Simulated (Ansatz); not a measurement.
**SiH5Cl: geometry relaxation**

System: SiH5Cl.
Method: RKS B3LYP/def2-TZVP (Ansatz 0.2.0).

The input holds or restrains some coordinates. It belongs to a series of runs on one base structure; here: pulled along the bonds that form and break, towards end A. Figures and captions count atoms from 1; the log counts them from 0 in places.

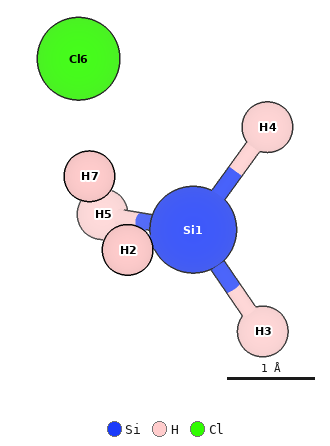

Fig. 1: The structure as given in the input (ball-and-stick view, seen at a tilt; atoms are numbered from 1 in the order of the input).

## Key numbers

| quantity | value |
| --- | --- |
| outcome | converged under the restraints of the input |
| total energy | −20483.2879 eV |
| mean-field energy | −20483.2879 eV |
| largest force (length of the vector) at the end, held atoms and coordinates included | 1.184 eV/Å |
| hardware | 2 threads of Arm Neoverse N1, 98 GiB of memory available, shared host |
| wall time | 18 s (CPU time 35 s) |
| peak memory | 0.16 GiB |

## Input file
```yaml
crystal:
  periodic: [false, false, false]
  atoms:
    - { symbol: Si, position_ang: [0.0, 0.0, 0.0] }
    - { symbol: H, position_ang: [0.0, 0.0, 1.81] }
    - { symbol: H, position_ang: [1.3768, 0.0, -0.4862] }
    - { symbol: H, position_ang: [-0.6877, 1.1914, -0.4862] }
    - { symbol: H, position_ang: [-0.6877, -1.1914, -0.4862] }
    - { symbol: Cl, position_ang: [-2.306, 0.0, 0.7662] }
    - { symbol: H, position_ang: [-0.9541, 0.0, 1.8716] }
basis:
  gaussian: { orbitals: def2-TZVP }
hamiltonian:
  xc: b3lyp
relax:
  f_tol: 0.15
  max_steps: 25
  restrain:
    - { distance: [0, 5], at: 3.33, k: 30.0 }
    - { distance: [6, 1], at: 1.86, k: 30.0 }
    - { distance: [0, 1], at: 1.46, k: 30.0 }
    - { distance: [6, 5], at: 1.37, k: 30.0 }
output:
  orbitals: {}
```

Command:
```bash
ansatz run input.yaml --threads 2 --pin off --max-ram 3072MiB --backend cpu --events-out ev --progress --plain --runs-dir out
```

## Output
```
The last accepted step is kept in [file] (removed where the run ends without a failure and the disk answers)
Engine: ansatz 0.2.0, aarch64-unknown-linux-gnu
Functional definition: B3LYP
  parameter a0 = 0.2
  parameter ax = 0.72
  parameter ac = 0.81
  exchange = (1 - a0 - ax)*slater_x + ax*b88_x + a0*exact_x
  correlation = (1 - ac)*vwn_rpa_c + ac*lyp_c
744 factors; their error is unknown
mean field evaluation 1: about -20479.6133 eV, gradient 1.8e1 eV
mean field evaluation 2: about -20479.2423 eV, gradient 2.3e1 eV
mean field evaluation 4: about -20480.5546 eV, gradient 1.3e0 eV
mean field evaluation 8: about -20480.6122 eV, gradient 1.1e-1 eV
mean field evaluation 16: about -20480.6122 eV, gradient 5.2e-5 eV
mean field -20480.61222268 eV, -752.6486169258 hartree, gradient 5.2e-5 eV, S^2 0.000000; 0 other end points of the search recorded, 0 dependent functions left out
the calculation of the forces begins
reference -20480.61245752 eV, -752.6486255563 hartree; 18, 18 occupied and 86, 86 virtual orbitals, 744 factors
relax step   1: F+E_penalty+E_count = -20480.61222268 eV  Δ(F+E_penalty+E_count) = +0.000e0 eV  max|allowed force component| = 2.159e0 eV/Å  E_restraint = 28.36847214 eV  max|allowed force component, restraints' pulls added| = 3.616e1 eV/Å  Δτ_max = 0.0000 Å  (26 SCF iters, accepted)
  distance Si 0 - Cl 5 = 2.4300 Å
  distance H 6 - H 1 = 0.9561 Å
  distance Si 0 - H 1 = 1.8100 Å
  distance H 6 - Cl 5 = 1.7463 Å
these checks for a lower state are left out or cut short: starts, cluster_reference, orbital_swaps, neighbouring_geometries, increment
744 factors; their error is unknown
mean field -20481.39236772 eV, -752.6772867274 hartree, gradient 1.1e-5 eV, S^2 0.000000; 0 other end points of the search recorded, 0 dependent functions left out
the calculation of the forces begins
reference -20481.39260708 eV, -752.6772955236 hartree; 18, 18 occupied and 86, 86 virtual orbitals, 744 factors
relax step   2: F+E_penalty+E_count = -20481.39236772 eV  Δ(F+E_penalty+E_count) = -7.801e-1 eV  max|allowed force component| = 2.746e0 eV/Å  E_restraint = 12.54731246 eV  max|allowed force component, restraints' pulls added| = 2.483e1 eV/Å  Δτ_max = 0.1949 Å  (31 SCF iters, accepted)
  distance Si 0 - Cl 5 = 2.6992 Å
  distance H 6 - H 1 = 1.2935 Å
  distance Si 0 - H 1 = 1.7097 Å
  distance H 6 - Cl 5 = 1.6054 Å
these checks for a lower state are left out or cut short: starts, cluster_reference, orbital_swaps, neighbouring_geometries, increment
744 factors; their error is unknown
mean field evaluation 32: about -20482.0958 eV, gradient 1.5e-5 eV
mean field -20482.09575215 eV, -752.7031356282 hartree, gradient 1.5e-5 eV, S^2 0.000000; 0 other end points of the search recorded, 0 dependent functions left out
the calculation of the forces begins
reference -20482.09599271 eV, -752.7031444688 hartree; 18, 18 occupied and 86, 86 virtual orbitals, 744 factors
relax step   3: F+E_penalty+E_count = -20482.09575215 eV  Δ(F+E_penalty+E_count) = -7.034e-1 eV  max|allowed force component| = 4.890e0 eV/Å  E_restraint = 3.70726427 eV  max|allowed force component, restraints' pulls added| = 1.230e1 eV/Å  Δτ_max = 0.1949 Å  (32 SCF iters, accepted)
  distance Si 0 - Cl 5 = 2.9336 Å
  distance H 6 - H 1 = 1.6048 Å
  distance Si 0 - H 1 = 1.5933 Å
  distance H 6 - Cl 5 = 1.4543 Å
these checks for a lower state are left out or cut short: starts, cluster_reference, orbital_swaps, neighbouring_geometries, increment
744 factors; their error is unknown
mean field -20482.87603826 eV, -752.7318106139 hartree, gradient 1.1e-5 eV, S^2 0.000000; 0 other end points of the search recorded, 0 dependent functions left out
the calculation of the forces begins
reference -20482.87628232 eV, -752.7318195831 hartree; 18, 18 occupied and 86, 86 virtual orbitals, 744 factors
relax step   4: F+E_penalty+E_count = -20482.87603826 eV  Δ(F+E_penalty+E_count) = -7.803e-1 eV  max|allowed force component| = 3.133e0 eV/Å  E_restraint = 0.45693850 eV  max|allowed force component, restraints' pulls added| = 3.892e0 eV/Å  Δτ_max = 0.1949 Å  (28 SCF iters, accepted)
  distance Si 0 - Cl 5 = 3.1626 Å
  distance H 6 - H 1 = 1.8270 Å
  distance Si 0 - H 1 = 1.4958 Å
  distance H 6 - Cl 5 = 1.3626 Å
these checks for a lower state are left out or cut short: starts, cluster_reference, orbital_swaps, neighbouring_geometries, increment
744 factors; their error is unknown
mean field -20483.23766215 eV, -752.7451000470 hartree, gradient 2.5e-5 eV, S^2 0.000000; 0 other end points of the search recorded, 0 dependent functions left out
the calculation of the forces begins
reference -20483.23791296 eV, -752.7451092638 hartree; 18, 18 occupied and 86, 86 virtual orbitals, 744 factors
relax step   5: F+E_penalty+E_count = -20483.23766215 eV  Δ(F+E_penalty+E_count) = -3.616e-1 eV  max|allowed force component| = 1.371e0 eV/Å  E_restraint = 0.01733617 eV  max|allowed force component, restraints' pulls added| = 4.386e-1 eV/Å  Δτ_max = 0.1982 Å  (26 SCF iters, accepted)
  distance Si 0 - Cl 5 = 3.3252 Å
  distance H 6 - H 1 = 1.8687 Å
  distance Si 0 - H 1 = 1.4750 Å
  distance H 6 - Cl 5 = 1.3411 Å
these checks for a lower state are left out or cut short: starts, cluster_reference, orbital_swaps, neighbouring_geometries, increment
744 factors; their error is unknown
mean field -20483.27543012 eV, -752.7464879940 hartree, gradient 8.6e-6 eV, S^2 0.000000; 0 other end points of the search recorded, 0 dependent functions left out
the calculation of the forces begins
reference -20483.27568157 eV, -752.7464972348 hartree; 18, 18 occupied and 86, 86 virtual orbitals, 744 factors
relax step   6: F+E_penalty+E_count = -20483.27543012 eV  Δ(F+E_penalty+E_count) = -3.777e-2 eV  max|allowed force component| = 1.207e0 eV/Å  E_restraint = 0.02277992 eV  max|allowed force component, restraints' pulls added| = 2.515e-1 eV/Å  Δτ_max = 0.1671 Å  (28 SCF iters, accepted)
  distance Si 0 - Cl 5 = 3.3379 Å
  distance H 6 - H 1 = 1.8642 Å
  distance Si 0 - H 1 = 1.4713 Å
  distance H 6 - Cl 5 = 1.3338 Å
these checks for a lower state are left out or cut short: starts, cluster_reference, orbital_swaps, neighbouring_geometries, increment
744 factors; their error is unknown
mean field evaluation 64: about -20483.2877 eV, gradient 1.2e-5 eV
mean field -20483.28766210 eV, -752.7469375110 hartree, gradient 1.2e-5 eV, S^2 0.000000; 0 other end points of the search recorded, 0 dependent functions left out
the calculation of the forces begins
reference -20483.28791394 eV, -752.7469467662 hartree; 18, 18 occupied and 86, 86 virtual orbitals, 744 factors
relax step   7: F+E_penalty+E_count = -20483.28766210 eV  Δ(F+E_penalty+E_count) = -1.223e-2 eV  max|allowed force component| = 1.094e0 eV/Å  E_restraint = 0.03036414 eV  max|allowed force component, restraints' pulls added| = 1.373e-1 eV/Å  Δτ_max = 0.0585 Å  (26 SCF iters, accepted)
```

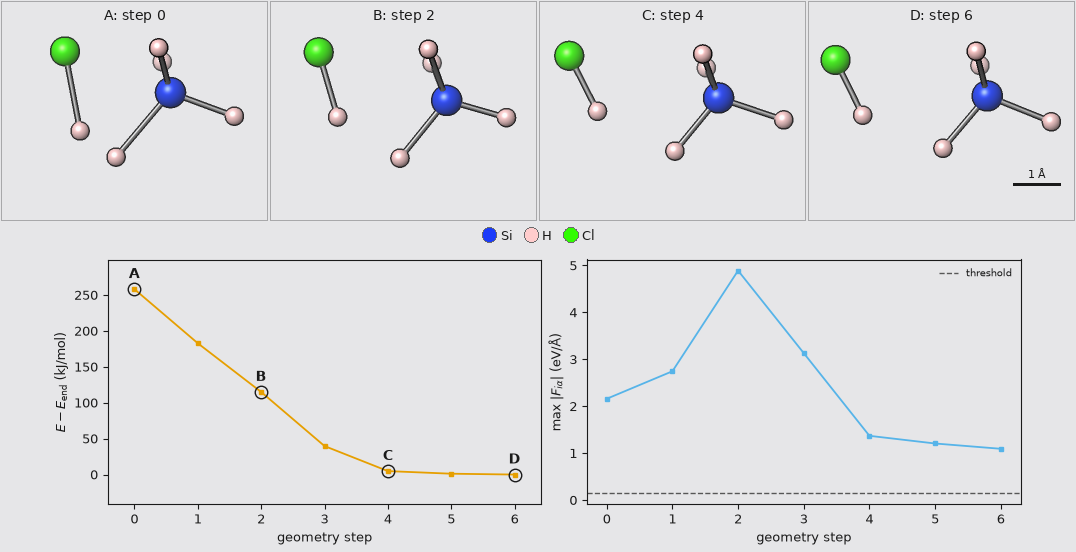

Fig. 2: Frames of the restrained relaxation (ball-and-stick view, seen on its broad side) above the curves, on which the letters mark them (the first geometry is step 0 here and step 1 in the log).

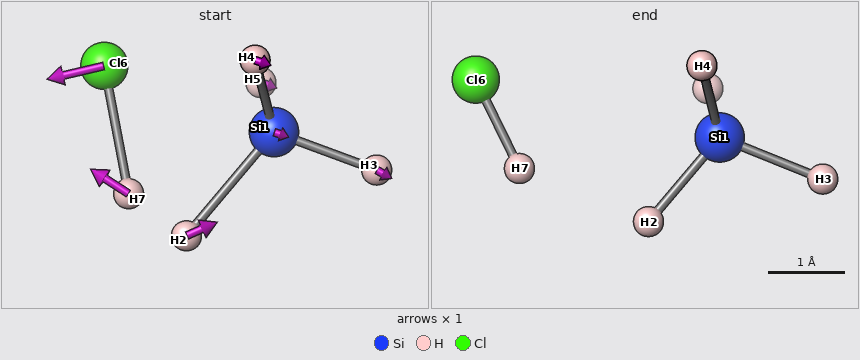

Fig. 3: Before (left) and after (right) the restrained relaxation, at one scale (ball-and-stick view, seen on its broad side). The pink arrows give the displacements, at true length. Over 6 geometry steps the energy falls by 258.1 kJ/mol. Largest force component: 2.2 eV/Å at the start, 1.1 eV/Å at the end. The largest move after the best rigid fit is that of Cl6, 0.80 Å. Largest moves by element: Cl 0.80 Å, H 0.62 Å, Si 0.22 Å. Among the contacts that change: Cl6–H7 1.746 → 1.328 Å, Si1–H2 1.810 → 1.470 Å, Si1–H3 1.460 → 1.482 Å. New bonds form: Cl6–H7 (1.75 → 1.33 Å). (Atoms are counted from 1 in the order of the input.)

```
  distance Si 0 - Cl 5 = 3.3407 Å
  distance H 6 - H 1 = 1.8620 Å
  distance Si 0 - H 1 = 1.4701 Å
  distance H 6 - Cl 5 = 1.3275 Å
744 factors; their error is unknown
mean field -20483.28766210 eV, -752.7469375110 hartree, gradient 1.2e-5 eV, S^2 0.000000; 1 other end points of the search recorded, 0 dependent functions left out
the calculation of the forces begins
reference -20483.28791394 eV, -752.7469467662 hartree; 18, 18 occupied and 86, 86 virtual orbitals, 744 factors
Total energy: -20483.28791394 eV, -752.7469467662 hartree
Atom 0 at     0.216442    -0.000000    -0.066009 Å, force     0.318220     0.000000    -0.456549 eV/Å
Atom 1 at     0.186278    -0.000000     1.403770 Å, force     0.075076     0.000000     0.277697 eV/Å
Atom 2 at     1.636558     0.000000    -0.490851 Å, force    -0.001535     0.000000     0.013907 eV/Å
Atom 3 at    -0.446547     1.216821    -0.572407 Å, force    -0.012677     0.014986     0.003326 eV/Å
Atom 4 at    -0.446547    -1.216821    -0.572407 Å, force    -0.012677    -0.014986     0.003326 eV/Å
Atom 5 at    -2.803580    -0.000000     1.362108 Å, force     0.727647    -0.000000     0.610919 eV/Å
Atom 6 at    -1.601305     0.000000     1.924995 Å, force    -1.094054     0.000000    -0.452626 eV/Å
Dipole moment:     0.217367    -0.000000     0.053838 e Å
```

## Trajectory as extended XYZ (Å, eV, eV/Å), 7 frames, from step=1 to step=7
```
7
Properties=species:S:1:pos:R:3:forces:R:3 step=1 energy=-20480.61222
Si    0.0000    0.0000    0.0000   -1.2104   0.0000  -0.2515
H     0.0000    0.0000    1.8100    0.6700   0.0000  -0.6926
H     1.3768    0.0000   -0.4862    0.8757   0.0000   0.6989
H    -0.6877    1.1914   -0.4862    0.9662   0.5991  -0.1881
H    -0.6877   -1.1914   -0.4862    0.9662  -0.5991  -0.1881
Cl   -2.3060    0.0000    0.7662   -1.9048   0.0000   2.1595
H    -0.9541    0.0000    1.8716   -0.3628   0.0000  -1.5382
7
Properties=species:S:1:pos:R:3:forces:R:3 step=2 energy=-20481.39237
Si    0.1145    0.0000    0.0131   -2.5637   0.0000   0.8484
H     0.1458    0.0000    1.7224    0.1960   0.0000  -1.6976
H     1.4059    0.0000   -0.4861    2.2281   0.0000  -0.3991
H    -0.6700    1.1880   -0.4834    0.9938  -0.1673   0.2911
H    -0.6700   -1.1880   -0.4834    0.9938   0.1673   0.2911
Cl   -2.4414    0.0000    0.8808    0.3314   0.0000   2.7464
H    -1.1436    0.0000    1.8258   -2.1794   0.0000  -2.0804
7
Properties=species:S:1:pos:R:3:forces:R:3 step=3 energy=-20482.09575
Si    0.2279    0.0000    0.0311   -4.8905   0.0000   0.9934
H     0.2590    0.0000    1.6241    0.2273   0.0000  -1.3605
H     1.4488    0.0000   -0.5034    3.5003   0.0000  -1.2513
H    -0.6565    1.1775   -0.4743    1.2709  -0.5847   0.4872
H    -0.6565   -1.1775   -0.4743    1.2709   0.5847   0.4872
Cl   -2.5450    0.0000    0.9886    1.2053   0.0000   2.2875
H    -1.3364    0.0000    1.7975   -2.5842   0.0000  -1.6435
7
Properties=species:S:1:pos:R:3:forces:R:3 step=4 energy=-20482.87604
Si    0.2786    0.0000    0.0224   -3.1325   0.0000  -0.2950
H     0.3110    0.0000    1.5179    0.2012   0.0000  -0.1713
H     1.5524    0.0000   -0.5468    1.7027   0.0000  -0.6166
H    -0.6091    1.1554   -0.4566    0.9842  -0.3281   0.3372
H    -0.6091   -1.1554   -0.4566    0.9842   0.3281   0.3372
Cl   -2.6863    0.0000    1.1228    1.0125   0.0000   1.2378
H    -1.4962    0.0000    1.7861   -1.7524   0.0000  -0.8294
7
Properties=species:S:1:pos:R:3:forces:R:3 step=5 energy=-20483.23766
Si    0.2440    0.0000   -0.0432    0.0875   0.0000  -0.1190
H     0.2501    0.0000    1.4318    0.1919   0.0000   0.2506
H     1.6240    0.0000   -0.5626    0.0996   0.0000   0.0086
H    -0.4961    1.1845   -0.4680    0.0001   0.3286  -0.1767
H    -0.4961   -1.1845   -0.4680    0.0001  -0.3286  -0.1767
Cl   -2.8064    0.0000    1.2805    0.9913   0.0000   0.7288
H    -1.5781    0.0000    1.8188   -1.3705   0.0000  -0.5156
7
Properties=species:S:1:pos:R:3:forces:R:3 step=6 energy=-20483.27543
Si    0.2153    0.0000   -0.0915    0.3620   0.0000  -0.1919
H     0.1537    0.0000    1.3785    0.1226   0.0000   0.2572
H     1.6491    0.0000   -0.4719   -0.0390   0.0000  -0.0394
H    -0.4385    1.2241   -0.5850   -0.0294   0.0223  -0.0823
H    -0.4385   -1.2241   -0.5850   -0.0294  -0.0223  -0.0823
Cl   -2.7899    0.0000    1.3612    0.8201   0.0000   0.7375
H    -1.6098    0.0000    1.9829   -1.2069   0.0000  -0.5988
7
Properties=species:S:1:pos:R:3:forces:R:3 step=7 energy=-20483.28766
Si    0.2164    0.0000   -0.0660    0.3182   0.0000  -0.4565
H     0.1863    0.0000    1.4038    0.0751   0.0000   0.2777
H     1.6366    0.0000   -0.4909   -0.0015   0.0000   0.0139
H    -0.4465    1.2168   -0.5724   -0.0127   0.0150   0.0033
H    -0.4465   -1.2168   -0.5724   -0.0127  -0.0150   0.0033
Cl   -2.8036    0.0000    1.3621    0.7276   0.0000   0.6109
H    -1.6013    0.0000    1.9250   -1.0941   0.0000  -0.4526
```

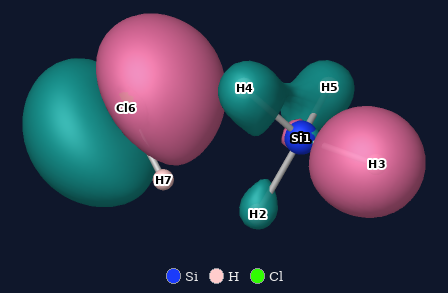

Fig. 4: One frontier orbital at ±0.1 Å⁻³ᐟ² (teal and pink are the two phases), seen at a tilt. The HOMO, at −8.95 eV.

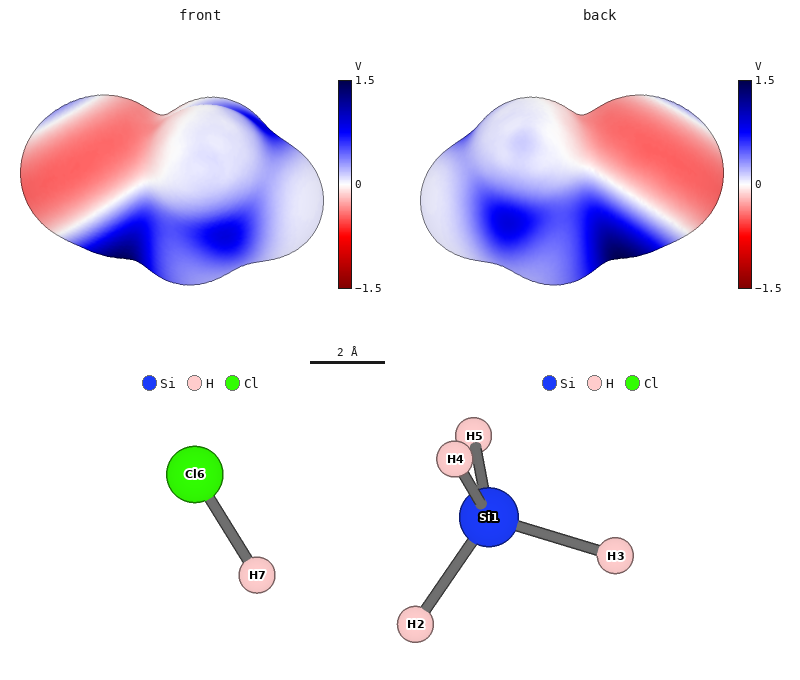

Fig. 5: The molecular electrostatic potential painted on the density surface at 0.001 e/bohr³, seen face on and from behind; red is negative and blue positive. The bare structure is drawn below in the same view. A positive charge is drawn to the negative regions and a negative charge to the positive ones.
